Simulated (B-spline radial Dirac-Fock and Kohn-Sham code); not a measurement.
Neutral potassium. The calculation used Dirac partial waves in the static Dirac–Fock field with Furness–McCarthy exchange, no polarisation or absorption (a radial B-spline solver).

Before looking at the plot, say what to expect. Its caption: Differential cross section for elastic electron scattering against angle at 773 eV, computed at the marked angles.

At 773 eV the cross section is 55.4 bohr²/sr at 5°, 0.051 at 90° and 0.087 at 175°, with a minimum near 100°; the integral is 7.88 bohr².

Here it is:

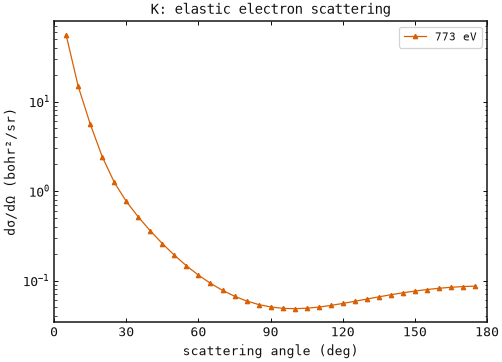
